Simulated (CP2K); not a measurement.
# revPBE-D3(BJ)/TZV2P-MOLOPT-PBE-GTH (core potential) run of [CHO2]− (formate(1-))

What is the energy change on altering one bond length of [CHO2]− (formate(1-)) at revPBE-D3(BJ)/TZV2P-MOLOPT-PBE-GTH (core potential)? 

Program for the calculation: CP2K 2026.2.

### Step 1. The molecule

[CHO2]− has 4 atoms, charge -1, and is taken as a singlet. As SMILES, `O=C[O-]`. The shape is that of a PBE0-D4/def2-TZVPD optimisation.

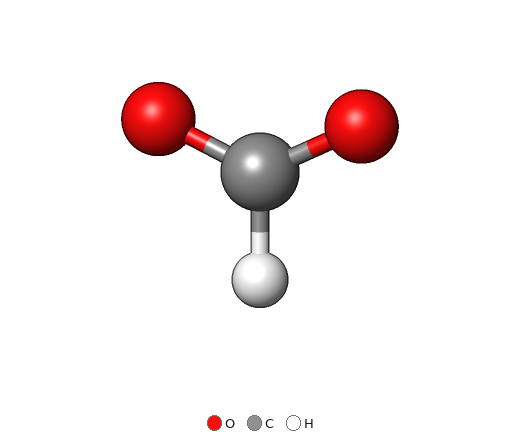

The structure, seen from a chosen angle (oxygen red, carbon grey, hydrogen white).

### Step 2. A single-point energy at revPBE-D3(BJ)/TZV2P-MOLOPT-PBE-GTH (core potential)

gas.inp reads:

```
&FORCE_EVAL
   METHOD Quickstep
   &DFT
      BASIS_SET_FILE_NAME BASIS_MOLOPT_UZH
      POTENTIAL_FILE_NAME POTENTIAL_UZH
      CHARGE -1
      MULTIPLICITY 1
      &QS
         METHOD GPW
         EPS_DEFAULT 1.0E-10
      &END
      &MGRID
         CUTOFF 400
         REL_CUTOFF 50
         NGRIDS 4
      &END
      &POISSON
         PERIODIC NONE
         POISSON_SOLVER WAVELET
      &END
      &SCF
         SCF_GUESS ATOMIC
         EPS_SCF 1.0E-06
         MAX_SCF 150
         ADDED_MOS 5
         &DIAGONALIZATION
            ALGORITHM STANDARD
         &END
         &MIXING
            METHOD BROYDEN_MIXING
            ALPHA 0.3
            NBUFFER 4
         &END
      &END
      &XC
         &XC_FUNCTIONAL
            &PBE
               PARAMETRIZATION REVPBE
            &END
         &END
         &VDW_POTENTIAL
            POTENTIAL_TYPE PAIR_POTENTIAL
            &PAIR_POTENTIAL
               TYPE DFTD3(BJ)
               PARAMETER_FILE_NAME dftd3.dat
               REFERENCE_FUNCTIONAL revPBE
               R_CUTOFF 15
            &END
         &END
      &END
      &PRINT
         &MOMENTS
            PERIODIC F
            REFERENCE COM
            MAX_MOMENT 1
         &END
         &MO ON
            ENERGIES T
            OCCUPATION_NUMBERS T
            NDIGITS 6
            &EACH
               QS_SCF 0
            &END
            ADD_LAST NUMERIC
         &END
         &HIRSHFELD OFF
         &END
      &END
   &END
   &SUBSYS
      &CELL
         ABC [angstrom] 12 12 12
         PERIODIC NONE
      &END
      &COORD
         O      5.012750     6.021470     6.392805
         C      6.188020     5.979650     5.982275
         O      6.987250     5.026590     5.915705
         H      6.598100     6.973410     5.607195
      &END
      &KIND O
         BASIS_SET TZV2P-MOLOPT-PBE-GTH-q6
         POTENTIAL GTH-PBE-q6
      &END
      &KIND C
         BASIS_SET TZV2P-MOLOPT-PBE-GTH-q4
         POTENTIAL GTH-PBE-q4
      &END
      &KIND H
         BASIS_SET TZV2P-MOLOPT-PBE-GTH-q1
         POTENTIAL GTH-PBE-q1
      &END
   &END
&END

&GLOBAL
   PROJECT gas
   RUN_TYPE ENERGY
   PRINT_LEVEL MEDIUM
&END
```

On the command line:

```console
$ OMP_NUM_THREADS=1 cp2k.psmp gas.inp > gas.out
```

The log of the run, cut to the lines that bear on the results:

```text
CP2K| version string:                                       CP2K version 2026.2
[...]
 GLOBAL| Method name                                                        CP2K
[...]
 GLOBAL| Run type                                                         ENERGY
[...]
 DFT| Spin restricted Kohn-Sham (RKS) calculation                            RKS
 DFT| Multiplicity                                                             1
[...]
 DFT| Charge                                                                  -1
[...]
 FUNCTIONAL| PBE:
[...]
 QS| Method:                                                                 GPW
[...]
 QS| Density cutoff [a.u.]:                                                200.0
[...]
 QS| Relative density cutoff [a.u.]:                                        25.0
[...]
                             - Atoms:                                          4
[...]
                             - Spherical basis functions:                    101
[...]
 Number of electrons:                                                         18
[...]
     1 NoMix/Diag. 0.30E+00    2.6     0.96196751       -38.5890807830 -3.86E+01
[...]
    32 Broy./Diag. 0.30E+00    2.5     0.00000079       -38.4170524004  8.78E-07
  *** SCF run converged in    32 steps ***
[...]
  Overlap energy of the core charge distribution:               0.00000043812266
  Self energy of the core charge distribution:                -97.82135494939726
  Core Hamiltonian energy:                                     28.60430847844357
  Hartree energy:                                              40.18062549176113
  Exchange-correlation energy:                                 -9.37676273507160
  Dispersion energy:                                           -0.00386912426822
  Total energy:                                               -38.41705240040971
[...]
                     Mulliken Population Analysis
 #  Atom  Element  Kind  Atomic population                           Net charge
       1     O        1          6.591893                             -0.591893
       2     C        2          3.655340                              0.344660
       3     O        1          6.591983                             -0.591983
       4     H        3          1.160784                             -0.160784
 # Total charge                             18.000000                 -1.000000
[...]
  Dipole moment [Debye]
    X=  0.3496909E+00 Y=  0.8471067E+00 Z= -0.3196950E+00  Total=      0.9706072
 ENERGY| Total FORCE_EVAL ( QS ) energy [hartree]            -38.417052400409709
[...]
```

Wall time 81 s (1 thread of Arm Neoverse V2, shared host); peak memory 1.9 GiB.

### Step 3. The distorted shape, same level

calc.inp reads:

```
&GLOBAL
 PROJECT calc
 RUN_TYPE ENERGY
 PRINT_LEVEL MEDIUM
&END GLOBAL

&FORCE_EVAL
 METHOD Quickstep
 &DFT
  BASIS_SET_FILE_NAME BASIS_MOLOPT_UZH
  POTENTIAL_FILE_NAME POTENTIAL_UZH
  CHARGE -1
  MULTIPLICITY 1
  ! Quickstep
  &QS
   METHOD GPW
   EPS_DEFAULT 1.0E-10
  &END QS
  ! plane-wave cutoff in Ry
  &MGRID
   CUTOFF 400
   REL_CUTOFF 50
   NGRIDS 4
  &END MGRID
  ! cluster boundary conditions
  &POISSON
   PERIODIC NONE
   POISSON_SOLVER WAVELET
  &END POISSON
  &SCF
   SCF_GUESS ATOMIC
   EPS_SCF 1.0E-06
   MAX_SCF 80
   ADDED_MOS 5
   &DIAGONALIZATION
    ALGORITHM STANDARD
   &END DIAGONALIZATION
   &MIXING
    METHOD BROYDEN_MIXING
    ALPHA 0.3
    NBUFFER 8
   &END MIXING
  &END SCF
  ! functional
  &XC
   &XC_FUNCTIONAL
    &PBE
     PARAMETRIZATION REVPBE
    &END PBE
   &END XC_FUNCTIONAL
   &VDW_POTENTIAL
    POTENTIAL_TYPE PAIR_POTENTIAL
    &PAIR_POTENTIAL
     TYPE DFTD3(BJ)
     PARAMETER_FILE_NAME dftd3.dat
     REFERENCE_FUNCTIONAL revPBE
     R_CUTOFF 15
    &END PAIR_POTENTIAL
   &END VDW_POTENTIAL
  &END XC
  ! extra output
  &PRINT
   &MOMENTS
    PERIODIC F
    REFERENCE COM
    MAX_MOMENT 1
   &END MOMENTS
   &MO ON
    ENERGIES T
    OCCUPATION_NUMBERS T
    NDIGITS 6
    &EACH
     QS_SCF 0
    &END EACH
    ADD_LAST NUMERIC
   &END MO
   &HIRSHFELD OFF
   &END HIRSHFELD
  &END PRINT
 &END DFT
 &SUBSYS
  ! box in angstrom
  &CELL
   ABC [angstrom] 12.2 12.2 12.2
   PERIODIC NONE
  &END CELL
  &COORD
   O     -1.360117     0.027465     0.479906
   C     -0.008510    -0.020630     0.007780
   O      0.790720    -0.973690    -0.058790
   H      0.401570     0.973130    -0.367300
  &END COORD
  &TOPOLOGY
   &CENTER_COORDINATES
   &END CENTER_COORDINATES
  &END TOPOLOGY
  &KIND O
   BASIS_SET TZV2P-MOLOPT-PBE-GTH-q6
   POTENTIAL GTH-PBE-q6
  &END KIND
  &KIND C
   BASIS_SET TZV2P-MOLOPT-PBE-GTH-q4
   POTENTIAL GTH-PBE-q4
  &END KIND
  &KIND H
   BASIS_SET TZV2P-MOLOPT-PBE-GTH-q1
   POTENTIAL GTH-PBE-q1
  &END KIND
 &END SUBSYS
&END FORCE_EVAL
```

On the command line:

```console
$ OMP_NUM_THREADS=1 cp2k.psmp -i calc.inp > calc.out 2>&1
```

The log of the run, cut to the lines that bear on the results:

```text
CP2K| version string:                                       CP2K version 2026.2
[...]
 GLOBAL| Method name                                                        CP2K
[...]
 GLOBAL| Run type                                                         ENERGY
[...]
 DFT| Spin restricted Kohn-Sham (RKS) calculation                            RKS
 DFT| Multiplicity                                                             1
[...]
 DFT| Charge                                                                  -1
[...]
 FUNCTIONAL| PBE:
[...]
 QS| Method:                                                                 GPW
[...]
 QS| Density cutoff [a.u.]:                                                200.0
[...]
 QS| Relative density cutoff [a.u.]:                                        25.0
[...]
                             - Atoms:                                          4
[...]
                             - Spherical basis functions:                    101
[...]
 Number of electrons:                                                         18
[...]
     1 NoMix/Diag. 0.30E+00    2.6     0.92626621       -38.4847855722 -3.85E+01
[...]
    23 Broy./Diag. 0.30E+00    2.7     0.00000066       -38.3998431880  1.17E-06
  *** SCF run converged in    23 steps ***
[...]
  Overlap energy of the core charge distribution:               0.00000026225851
  Self energy of the core charge distribution:                -97.82135494939726
  Core Hamiltonian energy:                                     28.16897083566004
  Hartree energy:                                              40.51737193903616
  Exchange-correlation energy:                                 -9.26102096606092
  Dispersion energy:                                           -0.00381030950803
  Total energy:                                               -38.39984318801149
[...]
                     Mulliken Population Analysis
 #  Atom  Element  Kind  Atomic population                           Net charge
       1     O        1          6.634777                             -0.634777
       2     C        2          3.711473                              0.288527
       3     O        1          6.552452                             -0.552452
       4     H        3          1.101298                             -0.101298
 # Total charge                             18.000000                 -1.000000
[...]
 ENERGY| Total FORCE_EVAL ( QS ) energy [hartree]            -38.399843188011488
[...]
```

Run time: 62 s. Hardware: 1 thread of Arm Neoverse V2, shared host; peak memory 2.3 GiB.

### Step 4. Outcome

Level: revPBE-D3(BJ)/TZV2P-MOLOPT-PBE-GTH (core potential).

| quantity | value |
| --- | --- |
| first shape: total energy | -38.41705 Eh |
| first shape: HOMO energy | 0.75 eV |
| first shape: LUMO energy | 6.26 eV |
| first shape: HOMO–LUMO gap (to an unbound level, set by the basis) | 5.51 eV |
| first shape: dispersion energy | -10.16 kJ/mol |
| distorted shape: total energy | -38.39984 Eh |
| distorted shape: HOMO energy | 0.95 eV |
| distorted shape: LUMO energy | 5.29 eV |
| distorted shape: HOMO–LUMO gap (to an unbound level, set by the basis) | 4.34 eV |
| distorted shape: dispersion energy | -10.00 kJ/mol |
| energy change with the O1–C2 bond stretched from 1.246 to 1.433 Å | 0.468 eV |

With the O1–C2 bond stretched from 1.246 to 1.433 Å the energy rises by 0.47 eV (10.8 kcal/mol). The first shape isn't relaxed at this level, so the change isn't measured from a minimum. The HOMO (first shape) lies at positive energy, 0.75 eV, as semi-local functionals often give for anions; only total energies tell whether the electron is bound. The HOMO (distorted shape) lies at positive energy, 0.95 eV, as semi-local functionals often give for anions; only total energies tell whether the electron is bound.
